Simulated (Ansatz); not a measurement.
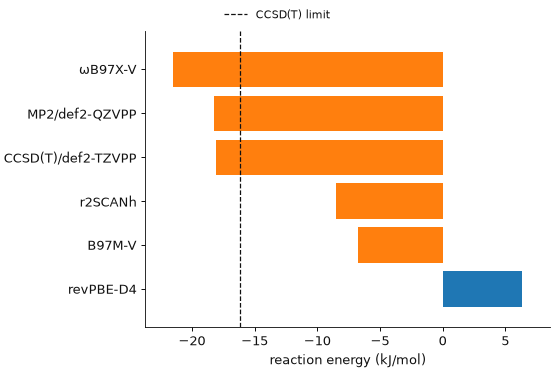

Electronic reaction energy of B₂SiH₄S (B[SiH]1BS1) + H₂ ([H][H]) → BSiH₃S (B1[SiH2]S1) + BH₃ (B) (SMILES in brackets) at several levels (functionals in def2-TZVPP unless a basis is named), isolated molecules at PBE0-D4 triple-zeta geometries, minima by their frequencies, no zero-point or thermal terms, the Ansatz code 0.2.0. The line is frozen-core CCSD(T) at the basis limit (MP2 extrapolated from triple and quadruple zeta, plus CCSD(T) less MP2 in a smaller set). No dispersion term is added to r2SCANh. The distance of MP2/def2-QZVPP and CCSD(T)/def2-TZVPP to the limit includes basis error.

What range do the values span, the line included?

Answer. From −21.5 kJ/mol (ωB97X-V) to 6.4 kJ/mol (revPBE-D4).

What do zero-point energy and temperature add?

Answer. Zero-point change 9.7 kJ/mol; at 298.15 K and 1 bar the CCSD(T) limit plus thermal terms gives an enthalpy of reaction of −10.0 and a free energy of −15.1 kJ/mol (harmonic PBE0-D4 modes, ideal gas).
